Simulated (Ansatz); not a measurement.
# GeN (hypothetical, F-43m): thermal expansion from first principles, part 3 of 3

Wanted: α(T), C_P(T) and B(T) of GeN (hypothetical) in the quasi-harmonic approximation. The compound is hypothetical: it was made by swapping elements on a known structure type.

Ansatz 0.2.0; DFT PBEsol, scalar-relativistic, plane waves, PAW.

So far. Step 2 (Probe on a coarse mesh): The start is under -18 GPa at this level and looks like a metal on this mesh. Step 5 (Relaxing to small residual forces and stress): The residual pressure is 0.0076 GPa, small enough for phonons.

### 7. The quasi-harmonic study, q-mesh 4×4×4

The study relaxes the crystal at several strains, solves the phonons on some of them and minimises the free energy at each temperature (static energy, vibrations, the electrons in a metal, and PV under a set pressure); the q-mesh sets how far the force constants reach.

Contents of input.yaml:

```yaml
crystal:
  lattice:
    - [0.0, 2.3633083058, 2.3633083058]
    - [2.3633083058, 0.0, 2.3633083058]
    - [2.3633083058, 2.3633083058, 0.0]
  atoms:
    - { symbol: Ge, position: [0.0, 0.0, 0.0] }
    - { symbol: "N", position: [0.75, 0.75, 0.75] }
kpoints:
  mp_grid: { grid: [16, 16, 16] }
hamiltonian:
  xc: pbesol
scf:
  occupations: { method: methfessel_paxton, width: 0.15 }
output:
  eigenvalues: true
phonons:
  method: dfpt
  qmesh: [4, 4, 4]
  temperatures: { t_max: 1200.0, t_step: 50 }
  thermal_expansion: {}
```

On the command line:

```console
$ ansatz run input.yaml --threads 4 --pin off --max-ram 8192MiB --backend cpu --events-out ev --progress --plain --runs-dir out
```

Numbers of over 12 decimals in the logs are rounded to 6 here.

Log:

```text
The last accepted step is kept in <dir> (removed where the run ends without a failure and the disk answers)
Engine: ansatz 0.2.0, aarch64-unknown-linux-gnu
Pseudopotentials: kind: paw
Pseudopotential: Ge, paw, valence charge 14, recommended cutoff 420 eV (normal), Ge.paw.azcp
Pseudopotential: N, paw, valence charge 5, recommended cutoff 420 eV (normal), N.paw.azcp
Functional definition: PBEsol
  exchange = pbesol_x
  correlation = pbesol_c
Crystal: 2 atoms, lattice volume = 26.399 Å³
Basis set: ecut = 487.2 eV, 645 PW (Γ), exchange–correlation on 50×50×50 points (8 copies of the dense FFT grid, shifted against one another)
Bands: 14, of which v1, the nominal top of the filled ones, is band 10 counted from 1 (9 counted from 0)
Symmetry: 24 space group operations
Space group: F-43m (ITA 216), of the structure as read, at distance tolerance 3.0e-5 Å
k-points: 145 of 4096 (time reversal used)
Non-local potential: Ge, projectors of the file, l = 0: 2, l = 1: 2, l = 2: 3, l = 3: 1
Non-local potential: N, projectors of the file, l = 0: 2, l = 1: 2, l = 2: 1
PAW form: soft (Blöchl's): semilocal exchange-correlation on the pseudo side does not see the compensation charge
PAW frozen core: Ge, regenerated for the run's functional, and the local potential with it (the file was generated under x = pbe(κ = 0.804, μ = 0.219515), c = pbe(β = 0.066725))
PAW frozen core: N, regenerated for the run's functional, and the local potential with it (the file was generated under x = pbe(κ = 0.804, μ = 0.219515), c = pbe(β = 0.066725))
PAW one-centre angular grid: Ge, 590 points (default); XC on 64 Gauss nodes
PAW one-centre angular grid: N, 110 points (default); XC on 64 Gauss nodes
Initial density: superposition of atomic densities (neutral atoms: chi_scale 0, normalization atom), corrected by the library's trained network
Initial wavefunctions: pseudopotential atomic-orbital guess
Functional: x = pbesol(κ = 0.804, μ = 0.123457), c = pbesol(β = 0.046)
SCF iter   1: F=—  HF=-4631.023270 eV  |F-HF|=—  |Δ(HF+E_count)|=         —  Δρ=2.16e-2  dr2=1.53e-1  ethr=1.77e-3  ⟨swp⟩=5.0  Hψ=10810  notcnv=0
preconditioner: auto → none  [metal: Δε(μ)=0.003 eV  Ē_g=22.677 eV  σ=0.150 eV  W_gap=0.02  n_scr=8 (ndim 8)  ℏωp=31.5 eV  f_vac=0.008  D(μ)=1.65/eV (n_scr^D=14)  sad-step TF]
SCF iter   2: F=—  HF=-4631.003903 eV  |F-HF|=—  |Δ(HF+E_count)|=   1.94e-2  S|Δr|=    0.00e0  Δρ=1.47e-2  dr2=7.52e-2  ethr=8.08e-4  ⟨swp⟩=1.0  Hψ=3190  notcnv=0
SCF iter   3: F=—  HF=-4630.986931 eV  |F-HF|=—  |Δ(HF+E_count)|=   1.70e-2  S|Δr|=    0.00e0  Δρ=1.78e-3  dr2=4.19e-4  ethr=3.96e-4  ⟨swp⟩=2.2  Hψ=2907  notcnv=0
[...]
E_local      = -2421.591704  (includes V_loc(G=0)·N_el)
  E_nonlocal   = 467.382188
  E_hartree    = 1033.182687
  E_xc         = -133.747506
  E_vxc        = -139.781390  (∫ρ·V_xc dr)
  E_paw        = -2101.044648  (= ΣΔE_a)
  E_vpaw       = -331.668241  (= ΣTr[D̂ρ^β])
  E_aug_tail   = 0.000027  (compensation charges beyond the density's cutoff)
  E_ewald      = -1714.457749
  E_core_change = 0.946035  (= ΣΔE_core)
  E_smearing   = -0.002257  (= −TS)
  E_closure    = 0.000000  (closes the sum)
  Σ components = -4630.986359   (vs F -4630.986359, Δ=0.00e0)
--- Forces (eV/Å), atoms counted from 1 ---
  atom   1  Ge     0.00000000    -0.00000000     0.00000000
  atom   2  N     -0.00000000     0.00000000    -0.00000000
  max |Σ_I F_I| component: 1.11e-16 eV/Å
--- Stress (GPa, compression-positive) ---
       -0.003355      -0.000000       0.000000
        0.000000      -0.003355       0.000000
       -0.000000       0.000000      -0.003355
  P = ⅓ Tr σ = -0.0034 GPa (-0.034 kbar)
--- Band table (eV; the first three rows and the last of 145) ---
  k-point 0: bands = [... 6 lower, 7.5093, 7.5472, 7.5472, 7.5472, 15.3383, 15.3383, 15.3383, 21.4214]
  k-point 1: bands = [... 6 lower, 6.5367, 7.5063, 7.5063, 8.4114, 15.1785, 15.4035, 15.4035, 21.7727]
  k-point 2: bands = [... 6 lower, 5.4728, 7.3942, 7.3942, 9.1395, 14.8633, 15.5719, 15.5719, 22.4530]
  k-point 144: bands = [... 6 lower, 1.0664, 4.2601, 4.3684, 13.2423, 13.4697, 15.5885, 18.0852, 19.6326]
── thermal expansion: 3 new cells, 3 in all ──
thermal expansion: relaxation of cell 2
thermal expansion: relaxation of cell 3
── thermal expansion: 2 new cells, 5 in all ──
thermal expansion: relaxation of cell 4
thermal expansion: lower-state search of cell 4
thermal expansion: electrons of cell 4
thermal expansion: phonons of cell 4
WARN: thermal expansion, phonons of cell 4: eigensolver did not converge (k=22): 1 band(s) unlocked after 20 sweeps at ethr=1.00e-12 eV (lowest unlocked band 13, counted from 0; max residual 4.67e-6 eV among the unlocked bands, 4.67e-6 eV over every band)
WARN: thermal expansion: eigensolver_not_converged in the phonons of 1 cell: 4
WARN: thermal expansion: vibrations_at_or_below_zero in the phonons of 1 cell: 4
this run last wrote the structure of step 1 to <dir>
--- Relaxed structure (1 steps of the walk, 1 accepted, 0 SCFs on fresh bases) ---
  F+E_penalty+E_count = -4630.98635887 eV   max|allowed force component| = 4.626e-16 eV/Å
  atoms:
    - { symbol: Ge, position: [0.0, 0.0, 0.0] }
    - { symbol: N, position: [0.750000, 0.750000, 0.750000] }
--- Thermal expansion: 5 cells in 2 rounds, 0 GPa ---
  no lower state was reached at cell 4; its state was not examined: fill_not_monotonic
  not told: vibrations stand at or below zero in cell 4 (2.484 modes a cell, the lowest at -389.3 cm⁻¹): the crystal is at no minimum there, or its k-points are too few: type the crystal that it becomes, another pressure, or a denser kpoints.mp_grid, in a new run
  eigensolver_not_converged in the phonons of 1 cell: 4
  vibrations_at_or_below_zero in the phonons of 1 cell: 4
Error: vibrations stand at or below zero in cell 4 (2.484 modes a cell, the lowest at -389.3 cm⁻¹): the crystal is at no minimum there, or its k-points are too few: type the crystal that it becomes, another pressure, or a denser kpoints.mp_grid, in a new run
[key lines of the parts left out:]
SCF converged after 8 iterations
Free energy (F): -4630.986359 eV
Fermi energy:    11.447759 eV
```

Run time: 7.8 min. Hardware: 4 threads of Arm Neoverse V2, shared host; peak memory 4.3 GiB.

The run ended with an error.

The program's message: “vibrations stand at or below zero in cell 4 (2.484 modes a cell, the lowest at -389.3 cm⁻¹): the crystal is at no minimum there, or its k-points are too few: type the crystal that it becomes, another …”

### 8. Phonons of the refused cell

The study refused this cell, so its phonons are run alone to see which modes are imaginary.

input.yaml, the sections that differ from step 7:

```yaml
phonons:
  method: dfpt
  qmesh: [4, 4, 4]
  temperatures: { t_max: 1000, t_step: 50 }
  qpath:
    path:
      - [[0.0, 0.0, 0.0], [-0.5, -0.5, 0.0], [-0.375, -0.375, 0.25]]
      - [[-0.375, 0.0, 0.375], [0.0, 0.0, 0.0], [0.0, 0.0, 0.5], [-0.5, -0.25, 0.25], [-0.5, -0.5, 0.0]]
    npoints: 10
# crystal, kpoints, hamiltonian, scf, output: as in step 7
```

Log:

```text
[...]
Crystal: 2 atoms, lattice volume = 26.399 Å³
Basis set: ecut = 420 eV, 531 PW (Γ), exchange–correlation on 48×48×48 points (8 copies of the dense FFT grid, shifted against one another)
Bands: 14, of which v1, the nominal top of the filled ones, is band 10 counted from 1 (9 counted from 0)
Symmetry: 24 space group operations
k-points: 145 of 4096 (time reversal used)
[...]
SCF iter   1: F=—  HF=-4631.018041 eV  |F-HF|=—  |Δ(HF+E_count)|=         —  Δρ=2.17e-2  dr2=1.54e-1  ethr=1.77e-3  ⟨swp⟩=5.0  Hψ=10556  notcnv=0
[...]
SCF iter   8: F=-4630.980948 eV  HF=-4630.980948 eV  |F-HF|=9.09e-13  |Δ(HF+E_count)|=  1.84e-10  S|Δr|=    0.00e0  Δρ=4.46e-8  dr2=1.91e-13  ethr=1.00e-12  ⟨swp⟩=5.5  Hψ=7786  notcnv=0
SCF 1 converged in 8 iterations: F = -4630.980948 eV  dr2 = 1.91e-13
[...]
phonons: the bands overlap, so this run is a metal and interpolates without the dipole-dipole term. If the crystal is really an insulator or semiconductor, its LO-TO splitting is missing
NSCF: frozen V_eff on 145 k-points
[...]
DFPT response loops at q = (0, 0, 0) (fractional): preconditioner auto → Kerker (q_TF=auto, 2.583 Å⁻¹) (partly filled bands, converged f_vac=0.002); β = 1.00, the filter's whole step (`scf.mixing.beta` (0.50) is not read by the response loops under this deck's `scf.mixing.preconditioner`; to damp them name `kerker` or `kerker_dos`, under which they read `scf.mixing.beta`, and type it under 1.00, their step now; both keys bind the ground state too); Broyden in place of MSR1
[...]
SCF converged after 8 iterations
[...]
Free energy (F): -4630.980948 eV
[...]
Internal energy: -4630.978695 eV  (E = F + TS)
E sigma→0 (E₀):  -4630.980385 eV
Entropy (-TS):   -0.002254 eV (-1.127 meV/atom)
Fermi energy:    11.447757 eV
[...]
--- Band table (eV; the first three rows and the last of 145) ---
  k-point 0: bands = [... 6 lower, 7.5083, 7.5471, 7.5471, 7.5471, 15.3385, 15.3385, 15.3385, 21.4216]
  k-point 1: bands = [... 6 lower, 6.5362, 7.5062, 7.5062, 8.4109, 15.1786, 15.4037, 15.4037, 21.7729]
  k-point 2: bands = [... 6 lower, 5.4724, 7.3941, 7.3941, 9.1390, 14.8635, 15.5720, 15.5720, 22.4532]
  k-point 144: bands = [... 6 lower, 1.0664, 4.2605, 4.3684, 13.2426, 13.4699, 15.5883, 18.0863, 19.6333]
--- Phonons (Γ-DFPT): 2 representative perturbations + reference (Σ response iterations 7) ---
  ASR residual: 7.046e-6 → 0.000e0 eV/Å²; symmetrization residual: 1.769e-6 eV/Å²
  ASR residual per site (eV/Å²): 7.05e-6 5.35e-6
  Γ frequencies (cm⁻¹): 0.00 0.00 0.00 339.81 339.81 339.81
--- Phonons (arbitrary-q DFPT): 8 irreducible q on the 4×4×4 mesh ---
  q = [0.0000, 0.0000, 0.0000] (star 1, of the zone-centre solve; hermiticity 7.10e-7, symmetrization 1.17e-12): -0.00 0.00 0.00 339.81 339.81 339.81
  q = [0.0000, 0.0000, 0.2500] (star 8, 2 solved perturbations on 2176 of 4096 k-point pairs; hermiticity 3.45e-7, symmetrization 2.26e-13): -231.00 36.10 36.10 209.71 363.04 363.04
[...]
q = [0.0000, 0.2500, 0.2500] (star 6, 4 solved perturbations in 3616 linear systems a pass and spin channel, the states on 1160 of 4096 k-point pairs; hermiticity 4.23e-7, symmetrization 2.75e-13): -134.98 -80.79 -80.79 146.77 321.38 321.38
[...]
sum rule: each row above includes the acoustic sum rule's correction from the zone centre's row sums; it moved no ω² by more than (0.32 cm⁻¹)²
  mesh force constants: q→R imaginary residual 3.49e-18; ASR residual 7.046e-6 → 0.000e0 eV/Å²; symmetrization residual 2.665e-15 eV/Å²
  interpolated dispersion: 62 rows × 6 modes
  density of states and harmonic sums: on the 24×24×24 q-mesh, interpolated from the force constants of a 4×4×4 supercell (no non-analytic term)
  largest difference from the sums on the solved wave vectors: F 3.92e-2 eV, S 5.72e-5 and C_V 1.79e-5 eV/K
  zero-point energy: 0.049778 eV/cell   skipped modes (ω ≤ 0): 1090, of them read as no rigid motion or as one in doubt: 1087 (2.740e0 modes/cell left out, lowest -391.59 cm⁻¹)   left out of the sums: 4.57e-1 of the cell's modes: C_V's classical limit lies that fraction below 3 k_B per atom; for a crystal, a wire or a layer, F and S can be off by more, and a phonons.interpolated_qmesh denser along its periods is the remedy for the sampling
```

Elapsed: 3.9 min, on 4 threads; peak memory 3.7 GiB.

Numbers from this step:

| Item | Value |
| --- | --- |
| Γ frequencies | 0, 0, 0, 339.8, 339.8, 339.8 cm⁻¹ (negative: imaginary) |
| lowest frequency on the path | -389.8 cm⁻¹ |
| point group | -43m |
| highest frequency | 369.3 cm⁻¹ |

No LO-TO term. The phonon branches at the labelled points (cm⁻¹):

```
    point  branch 1  branch 2  branch 3  branch 4  branch 5  branch 6
        Γ         0         0         0       340       340       340
        X      -131       110       110       178       286       286
        U      -350      -170       -43       220       228       279
jump to K      -350      -170       -43       220       228       279
        Γ         0         0         0       340       340       340
        L      -388        53        53       205       353       353
        W      -381      -197      -124       227       229       236
        X      -131       110       110       178       286       286
```

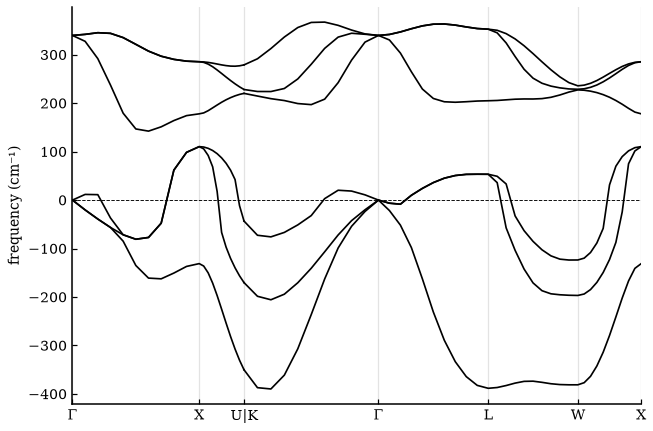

Phonon branches along the path.

The phonon density of states has structure finer than the step of the table below, so its rows give means over 50 cm⁻¹, whole bins alone (the curve runs from -395 to 375 cm⁻¹). Peaks (cm⁻¹: height): -375.0: 0.0147, -75.0: 0.0169, 205.0: 0.0435, 285.0: 0.0190.

Tetrahedra on 24 24 24, mean over bins of 10 cm⁻¹. Table of phonon density of states by wavenumber; means over each step:

```
wavenumber (cm⁻¹)  phonon density of states (1/cm⁻¹/cell)
             -350                                 0.00693
             -300                                 0.00341
             -250                                 0.00255
             -200                                 0.00643
             -150                                 0.00774
             -100                                  0.0113
              -50                                  0.0116
                0                                 0.00446
               50                                 0.00248
              100                                  4.9e-4
              150                                 0.00126
              200                                  0.0182
              250                                  0.0142
              300                                  0.0151
              350                                  0.0112
```

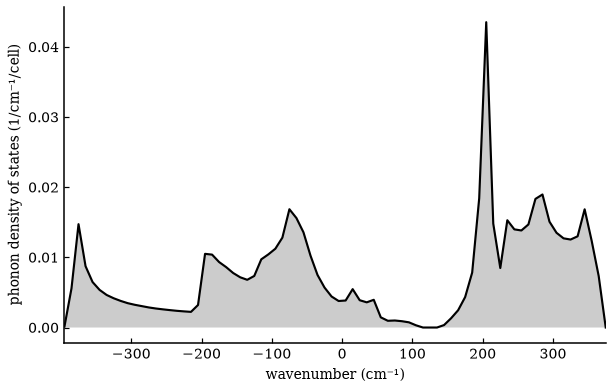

Phonon density of states, plotted against wavenumber.

No LO-TO term. The modes at Γ (shares of kinetic energy by element, %):

```
mode  frequency (cm⁻¹)  symmetry  Ge %  N %
   1               0.0        T2    84   16
   2               0.0        T2    84   16
   3               0.0        T2    84   16
   4             339.8        T2    16   84
   5             339.8        T2    16   84
   6             339.8        T2    16   84
```

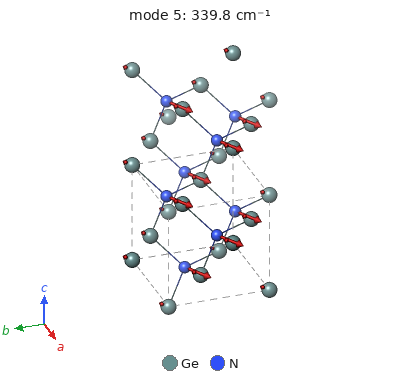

Displacement patterns of mode 5 at Γ; arrows are exaggerated. Bonds to atoms that aren't drawn are left out. 1×1×2 conventional cells are drawn. Some periodic images of atoms are drawn too.

Lowest modes at the softest wavevector of the mesh; phase exp(i q.(R + tau)). The modes at q = (0.500, 0.500, 0.500) (shares of kinetic energy by element, %) (negative means imaginary):

```
mode  frequency (cm⁻¹)  Ge %  N %
   1            -388.4     2   98
   2              53.3    85   15
   3              53.3    85   15
   4             205.0    98    2
   5             352.7    15   85
   6             352.7    15   85
```

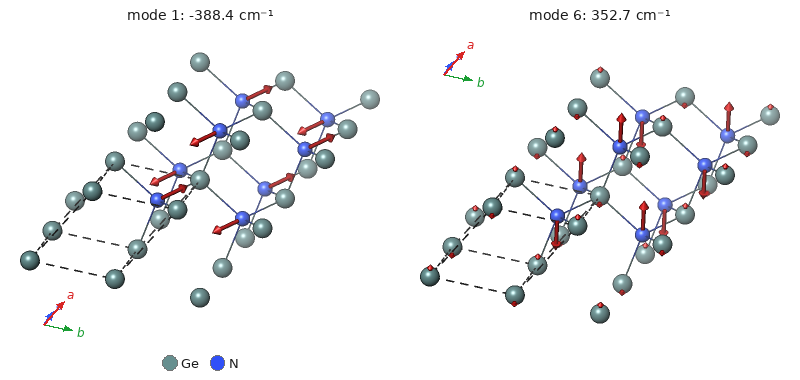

Displacement patterns of modes 1 and 6 at q = (0.500, 0.500, 0.500); arrows are exaggerated. Bonds to atoms that aren't drawn are left out. 2×2×2 cells are drawn. The axes are those of the cell as run, not the conventional ones. Some periodic images of atoms are drawn too.

The modes has structure finer than the step of the table below, so its rows give means over 50 cm⁻¹, whole bins alone (the curve runs from -401 to 390 cm⁻¹). Peaks (cm⁻¹: height): Ge -72.5: 0.0107, 22.1: 0.00459, 206.2: 0.0317; N -376.1: 0.0124, -192.0: 0.0068, -77.5: 0.00493, 280.9: 0.0122, 345.6: 0.0126.

Phonopy on the run's constants, 21x21x21 mesh, Gaussian sigma 5.7 cm⁻¹. Modes against wavenumber; means over each step; values in 1/cm⁻¹/cell:

```
wavenumber (cm⁻¹)       Ge        N
             -350   6.5e-5  0.00672
             -300   7.9e-5  0.00327
             -250   1.2e-4  0.00243
             -200  0.00219  0.00425
             -150  0.00375  0.00403
             -100  0.00706  0.00432
              -50  0.00868  0.00316
                0  0.00263   6.5e-4
               50  0.00249   6.9e-4
              100   4.3e-4   1.5e-4
              150  0.00127   7.8e-5
              200   0.0164  0.00168
              250  0.00783  0.00649
              300  0.00477   0.0103
              350  0.00219  0.00893
```

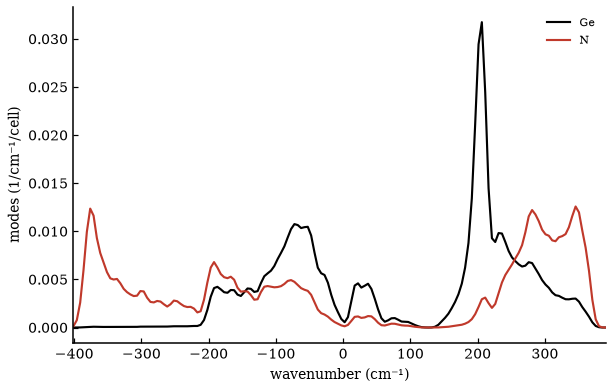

Modes against wavenumber.

The lowest solved frequency is -388 cm⁻¹, so the cell is unstable here and gives no valid free energy.

### 9. Summary of results

```json
{
  "lowest frequency at the solved wavevectors": "-388 cm⁻¹"
}
```

In words: With imaginary harmonic modes at the relaxed cell the quasi-harmonic free energy is undefined, so no expansion is obtained for this phase at this level. The softest solved mode is 388i cm⁻¹ at q = (0, 0, -0.5), and 7 of 8 solved wavevectors carry a mode beyond 8i cm⁻¹. In a metal soft modes also hang on the k-mesh and the smearing, which were not converged here. The program warned that a few bands missed the eigensolver's threshold in at least one of the runs. The PAW files were made for PBE and are used here under another functional, for which the program regenerates the frozen cores. The cell has an odd number of electrons and the run has no spin polarisation, so it is forced to be a metal; the real compound may order or distort.

[Logs are printed without paths, hosts, clocks, repeated set-up lines and the standing remarks that a program may print on its own settings, such as how far it seeks lower states.]

[Hosts, paths, dates, database ids (printed as entryN), source tags and the programs' standing remarks are cut or masked in the printed files.]

[A step with changed settings may run another functional than the one named; its input shows which.]

[Pressures of single members of a volume series are the stress at the run's cutoff; with an incomplete basis they can lie off −dE/dV of the same runs, and they are not shown converged.]
